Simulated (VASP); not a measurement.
Band structure of AlN (space group F-43m). Level of theory: PBEsol GGA, VASP's PBE PAW potentials (set 64) (plane waves; VASP 6.6.1).

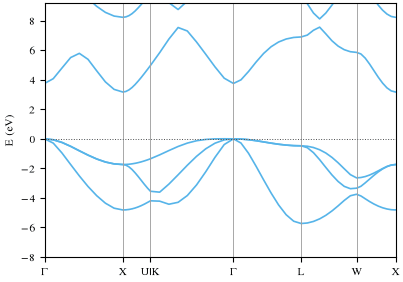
Fig. 1. Bands along high-symmetry lines, zero at the valence-band maximum or, without a gap, the Fermi level

Problem. Read the plot: is there a gap, and where are the band edges?

Solution. The gap is indirect, 3.17 eV, from the valence maximum at K-Γ at 0.89 to the conduction minimum at X.

The structure is a typed AlN crystal (F-43m). The cell was not relaxed at this level.
